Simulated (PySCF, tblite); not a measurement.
# C₂H₆BNO− (doublet): geometry, infrared bands and EPR parameters

Wanted: the infrared bands and EPR parameters of C₂H₆BNO− (doublet) (`[BH2-]NC(C)=O`), by calculation.

Programs: tblite 0.8.0 and PySCF 2.14.0, with density-fitted response routines of our own. Each step states its level of theory. These are calculated values for one molecule in the gas phase, unless marked as measured. Atoms count from 0, in the outputs and in this text.

## (1) The starting structure

11 atoms, charge -1, multiplicity 2; geometry from: force field or distance geometry start.

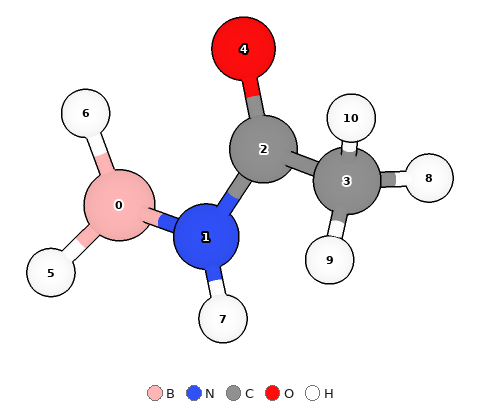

The starting geometry (boron pink, nitrogen blue, carbon grey, oxygen red, hydrogen white), atoms numbered.

## (2) Optimising the geometry with GFN2-xTB

Job settings and geometry (Å):

```
{"job": {"kind": "relax", "xc": "GFN2-xTB", "basis": "xTB"}, "charge": -1, "multiplicity": 2}
B      2.122600    -0.255900     0.208900
N      0.687000    -0.442400    -0.300900
C     -0.347400     0.257600     0.377300
C     -1.734400     0.071200    -0.131400
O     -0.106900     1.022900     1.355800
H      2.930500    -0.437400    -0.617500
H      2.281900     0.734700     0.847900
H      0.491600    -1.075800    -1.095200
H     -2.205200    -0.702700     0.521100
H     -1.781700    -0.163600    -1.202100
H     -2.332400     0.994100     0.010100
```

Launch:

```console
OMP_NUM_THREADS=1 python probes_run.py task.json out
```

One launch serves the whole session: the jobs run in the order shown.

Output:

```text
step      E/eV     max force
  0    -427.36748    2.218
  1    -427.55494    1.434
  2    -427.66283    1.149
  3    -427.71862    1.131
  4    -427.80132    0.748
  5    -427.84019    0.729
  6    -427.87317    0.491
  7    -427.89287    0.385
  8    -427.90880    0.350
  9    -427.92461    0.404
 10    -427.94278    0.377
 11    -427.95946    0.302
 12    -427.97092    0.263
 13    -427.97858    0.276
 14    -427.98624    0.295
 15    -427.99586    0.291
 16    -428.00602    0.277
 17    -428.01370    0.225
 18    -428.01831    0.164
 19    -428.02080    0.136
 20    -428.02243    0.112
 21    -428.02387    0.103
 22    -428.02511    0.108
 23    -428.02605    0.087
 24    -428.02661    0.068
 25    -428.02696    0.045
 26    -428.02725    0.050
 27    -428.02754    0.048
 28    -428.02779    0.042
 29    -428.02802    0.034
 30    -428.02823    0.046
 31    -428.02849    0.047
 32    -428.02877    0.051
 33    -428.02908    0.057
 34    -428.02947    0.059
 35    -428.03000    0.078
 36    -428.03065    0.095
 37    -428.03128    0.083
 38    -428.03178    0.063
 39    -428.03220    0.073
 40    -428.03276    0.074
 41    -428.03358    0.081
 42    -428.03445    0.079
 43    -428.03515    0.072
 44    -428.03580    0.079
 45    -428.03636    0.081
 46    -428.03673    0.043
 47    -428.03697    0.040
 48    -428.03720    0.047
 49    -428.03752    0.067
 50    -428.03822    0.077
 51    -428.03919    0.064
 52    -428.04005    0.051
 53    -428.04045    0.051
 54    -428.04072    0.042
 55    -428.04094    0.066
 56    -428.04120    0.045
 57    -428.04140    0.042
 58    -428.04155    0.045
 59    -428.04191    0.051
 60    -428.04223    0.042
 61    -428.04252    0.042
 62    -428.04272    0.041
 63    -428.04290    0.042
 64    -428.04316    0.041
 65    -428.04347    0.041
 66    -428.04376    0.038
 67    -428.04401    0.041
 68    -428.04421    0.046
 69    -428.04445    0.051
 70    -428.04502    0.069
 71    -428.04638    0.115
 72    -428.04748    0.102
 73    -428.04851    0.082
 74    -428.04927    0.030
 75    -428.04827    0.177
 76    -428.04965    0.017
 77    -428.04976    0.017
 78    -428.04984    0.037
 79    -428.04988    0.022
 80    -428.04992    0.011
 81    -428.04996    0.012
 82    -428.04997    0.006
```

Run time: 0.29 s. Hardware: 1 thread of Arm Neoverse V1, shared host.

The steps of the relaxation: (not every step is listed)

| step | energy from step 0 (eV) | largest force (eV/Å) |
| --- | --- | --- |
| 0 | 0.0000 | 2.2184 |
| 1 | -0.1875 | 1.4344 |
| 2 | -0.2953 | 1.1495 |
| 3 | -0.3511 | 1.1305 |
| 4 | -0.4338 | 0.7477 |
| 5 | -0.4727 | 0.7289 |
| 6 | -0.5057 | 0.4912 |
| 7 | -0.5254 | 0.3848 |
| 8 | -0.5413 | 0.3501 |
| 14 | -0.6188 | 0.2948 |
| 20 | -0.6549 | 0.1116 |
| 26 | -0.6598 | 0.0503 |
| 32 | -0.6613 | 0.0510 |
| 38 | -0.6643 | 0.0629 |
| 44 | -0.6683 | 0.0785 |
| 50 | -0.6707 | 0.0771 |
| 56 | -0.6737 | 0.0453 |
| 62 | -0.6752 | 0.0415 |
| 68 | -0.6767 | 0.0462 |
| 74 | -0.6818 | 0.0297 |
| 77 | -0.6823 | 0.0170 |
| 78 | -0.6824 | 0.0369 |
| 79 | -0.6824 | 0.0221 |
| 80 | -0.6824 | 0.0114 |
| 81 | -0.6825 | 0.0116 |
| 82 | -0.6825 | 0.0058 |

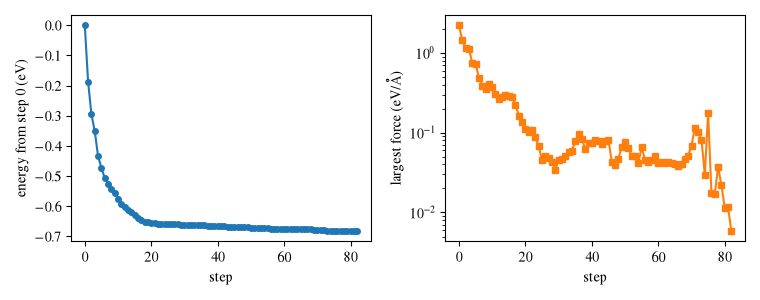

Energy and force, step by step.

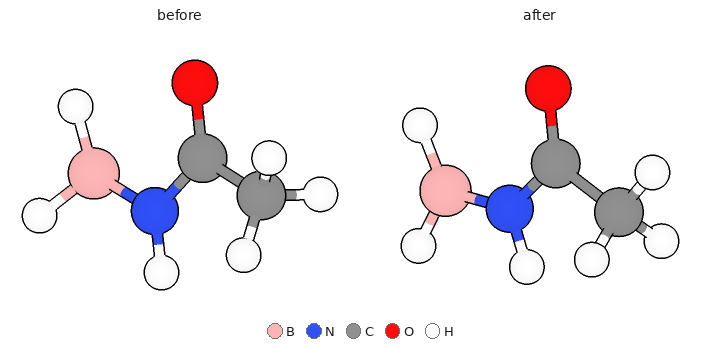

Before and after, at one scale.

Close pairs (by a distance rule), those that changed most:

| bond | before (Å) | after (Å) | change (Å) |
| --- | --- | --- | --- |
| B0–N1 | 1.535 | 1.421 | -0.114 |
| N1–C2 | 1.421 | 1.380 | -0.041 |
| C2–C3 | 1.489 | 1.529 | +0.040 |
| B0–H5 | 1.170 | 1.199 | +0.029 |
| N1–H7 | 1.035 | 1.013 | -0.022 |
| C3–H10 | 1.109 | 1.088 | -0.020 |
| C3–H8 | 1.116 | 1.099 | -0.017 |
| B0–H6 | 1.190 | 1.179 | -0.011 |

The next job starts from the end point, and lists it.

## (3) Infrared spectrum with GFN2-xTB

Job settings and geometry (Å):

```
{"job": {"kind": "ir", "xc": "GFN2-xTB", "basis": "xTB"}, "charge": -1, "multiplicity": 2}
B      2.110470    -0.156480     0.060532
N      0.704385    -0.220222    -0.133777
C     -0.366680     0.471535     0.395107
C     -1.718981     0.018102    -0.155313
O     -0.284251     1.403923     1.256816
H      2.772697    -0.926469    -0.576812
H      2.602657     0.611270     0.807619
H      0.389497    -0.915846    -0.799295
H     -1.913836    -1.042772     0.056880
H     -1.783439     0.150127    -1.244732
H     -2.507094     0.609503     0.307010
```

Output:

```text
mode    cm-1     km/mol
  1     105.5      2.35
  2     143.9      5.22
  3     225.5      1.78
  4     303.1      1.80
  5     381.2      0.40
  6     395.0      1.91
  7     556.0     26.66
  8     567.4     75.84
  9     711.7     31.19
 10     777.5     26.30
 11     940.7     18.53
 12     961.9      6.23
 13     971.4     54.69
 14    1066.0     56.51
 15    1142.7    127.27
 16    1207.1     58.97
 17    1353.2     15.14
 18    1386.5      7.02
 19    1499.3      0.08
 20    1504.3      8.61
 21    1587.5    413.98
 22    2330.8    581.23
 23    2531.0    313.15
 24    2809.6    154.70
 25    2854.1    177.89
 26    3021.2     60.78
 27    3373.8     45.46
```

It took 0.18 s on 1 thread of Arm Neoverse V1, shared host.

The strongest bands and the atoms that carry them (share of the mass-weighted mode):

```
cm⁻¹  km/mol                               atoms
 567    75.8           H5 39 %, H6 32 %, B0 26 %
1143   127.3  N1 27 %, C2 27 %, H7 16 %, H5 11 %
1588   414.0                    C2 64 %, O4 25 %
2331   581.2                             H5 92 %
2531   313.1                             H6 92 %
2810   154.7                    H8 46 %, H9 45 %
2854   177.9                    H9 48 %, H8 48 %
3021    60.8                            H10 93 %
```

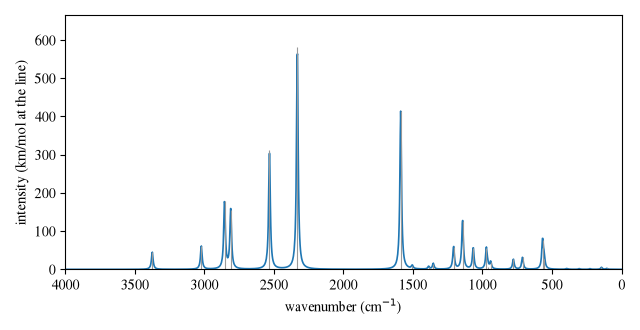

The infrared spectrum from these modes, unscaled. Lines are broadened to a width of 14 cm⁻¹ (Lorentzian).

## (4) EPR parameters: B3LYP/pcH-1

Same as in step 3 but for these lines:

```diff
@@ -1,2 +1,2 @@
-{"job": {"kind": "ir", "xc": "GFN2-xTB", "basis": "xTB"}, "charge": -1, "multiplicity": 2}
+{"job": {"kind": "epr", "basis": "pcH-1"}, "charge": -1, "multiplicity": 2}
 B      2.110470    -0.156480     0.060532
```

Level: UKS B3LYP, pcH-1 on B C H N O, non-relativistic, mean-field spin-orbit, GIAO.

Output:

```text
UKS, coarse grid
  cycle   1  E = -234.48727325  |g| = 6.86e-01
  cycle   2  E = -232.88343135  |g| = 1.86e+00
  cycle   3  E = -234.65163288  |g| = 2.79e-01
  cycle   4  E = -234.67879465  |g| = 1.77e-01
  cycle   5  E = -234.69178157  |g| = 5.43e-02
  cycle   6  E = -234.69312843  |g| = 1.66e-02
  cycle   7  E = -234.69328761  |g| = 3.62e-03
  cycle   8  E = -234.69329863  |g| = 2.87e-03
  cycle   9  E = -234.69330393  |g| = 1.02e-03
  cycle  10  E = -234.69330600  |g| = 3.29e-04
UKS, final grid
  cycle   1  E = -234.69329155  |g| = 4.95e-04
  cycle   2  E = -234.69329113  |g| = 1.09e-03
  cycle   3  E = -234.69329169  |g| = 1.05e-04
  cycle   4  E = -234.69329169  |g| = 4.46e-05
  cycle   5  E = -234.69329169  |g| = 2.73e-05
E = -234.69329169 Eh   <S^2> = 0.7590 (exact 0.7500)
g shifts (ppm)      1          2          3
  rmc          -127       -127       -127
  gc             -7         27         26
  oz_so         -15        554       1454
  total        -150        454       1353
hyperfine (MHz)  atom isotope    a_iso     a_fc   dipolar eigenvalues
    0   11B      30.30      30.30    -26.97    -25.39     52.36
    1   14N     -10.51     -10.51     -6.04      2.60      3.44
    2   13C      28.17      28.17    -28.21    -27.38     55.59
    3   13C     -16.29     -16.29     -0.62     -0.38      1.00
    4   17O     -15.55     -15.55    -59.02     28.38     30.64
    5    1H     -36.04     -36.04    -14.98      4.89     10.08
    6    1H     -36.92     -36.92    -13.21      4.45      8.75
    7    1H       4.90       4.90     -3.10     -1.82      4.92
    8    1H      32.82      32.82     -2.29     -1.94      4.22
    9    1H      32.87      32.87     -2.28     -1.94      4.22
   10    1H       0.80       0.80     -2.28     -1.88      4.15
```

Run time: 27 s. Hardware: 1 thread of Arm Neoverse V1, shared host; peak memory 0.63 GiB.

Principal g values 2.00217, 2.00277, 2.00367; g(iso) = 2.00287, against 2.00232 for a free electron.

Hyperfine couplings; where a row names several nuclei, a(iso) is their mean (it holds for fast rotation or exchange) and the dipolar term the largest among them:

```csv
nuclei,isotope,a(iso) (MHz),"a(iso) (G, at g = 2.0023)",largest dipolar term (MHz)
"H5, H6",1H,-36.5,-13.0,-15.0
B0,11B,30.3,10.8,52.4
C2,13C,28.2,10.1,55.6
"H8, H9, H10",1H,22.2,7.9,4.2
C3,13C,-16.3,-5.8,1.0
O4,17O,-15.5,-5.5,-59.0
N1,14N,-10.5,-3.8,-6.0
H7,1H,4.9,1.7,4.9
```

Mulliken spin populations:

| atom | value (e) |
| --- | --- |
| B0 | 0.76 |
| N1 | -0.11 |
| C2 | 0.27 |
| C3 | -0.03 |
| O4 | 0.17 |
| H5 | -0.05 |
| H6 | -0.04 |
| H7 | 0.00 |
| H8 | 0.02 |
| H9 | 0.02 |
| H10 | 0.00 |

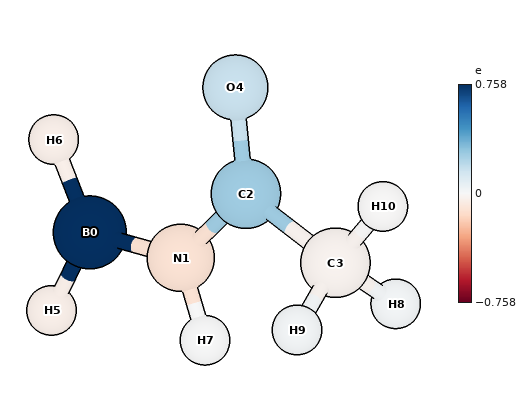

Mulliken spin populations, as colours on the atoms.

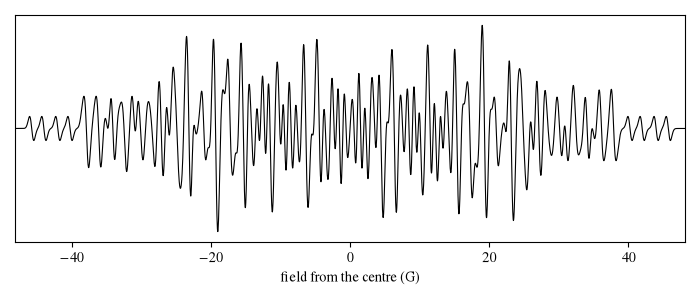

First-order isotropic spectrum (first derivative, main isotopes with spin only, couplings over 0.8 MHz, Gaussian width 0.3 G; couplings of the frozen geometry, rotation of groups not averaged beyond the rows shown).

Orbitals, density, ELF and potential are computed afterwards from the orbital file.

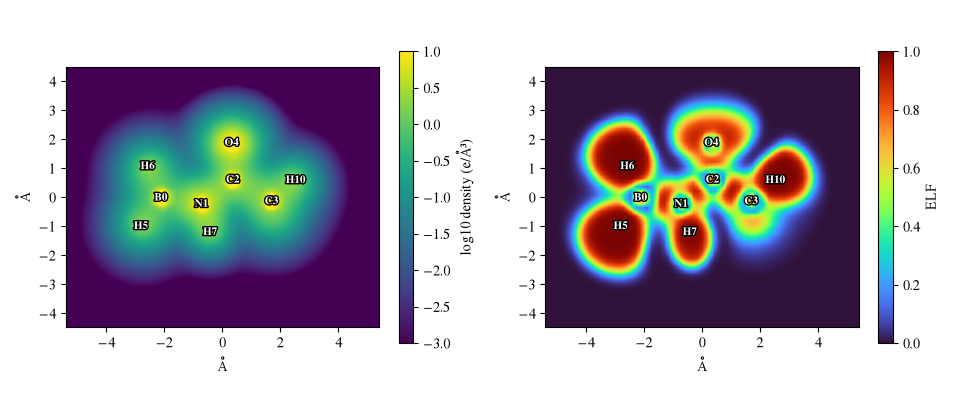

Density (left) and ELF (right) in a plane through or near 9 of the atoms.

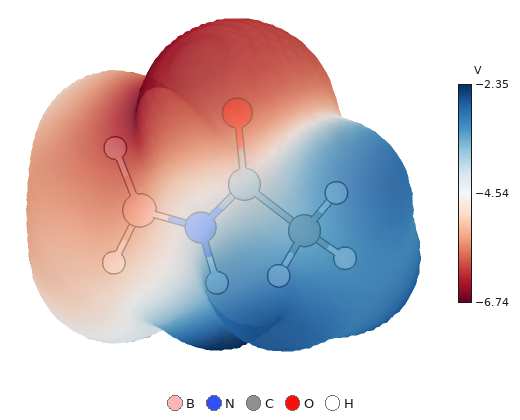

Electrostatic potential on the surface of density 0.002 e/bohr³; red is low, blue high. It runs from -6.74 V near O4 to -2.35 V near H7.

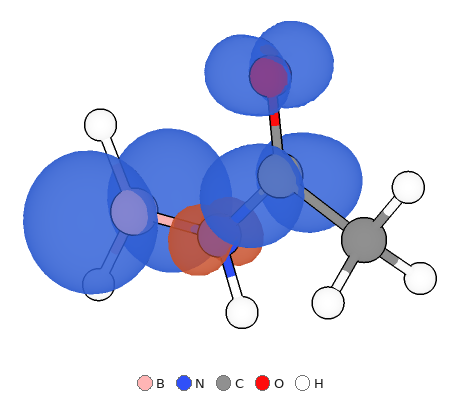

Spin density at ±0.03 e/Å³ (alpha excess blue, beta excess red).

## (5) What came out

| quantity | value |
| --- | --- |
| strongest single infrared mode (GFN2-xTB) | 2331 cm⁻¹, 581 km/mol |
| zero-point energy (GFN2-xTB) | 49.6 kcal/mol |
| g(iso) (B3LYP) | 2.00287 |
| ⟨S²⟩ | 0.759 (exact 0.75) |
| largest a(iso) (averaged by class) | 1H on H5, H6, -36.5 MHz |

The optimisation took 82 steps and gained 0.682 eV; among the close pairs (by a distance rule), B0–N1 changed most, from 1.535 to 1.421 Å. No mode is imaginary among the 27: a minimum at this level. The strongest single mode, at 2331 cm⁻¹, moves mainly H5. GFN2-xTB is a fitted tight-binding method: band positions and strengths are rough. Its intensities can rank the bands wrongly. The largest share of the spin, 0.76 e, sits on B0. The isotropic g lies 0.6 ppt above the free-electron value. The records flag this anion as possibly unbound in the gas phase, so the basis may hold the extra electron. The conformer search found further structures of the same energy, which may be mirror or relabelled copies of this one.
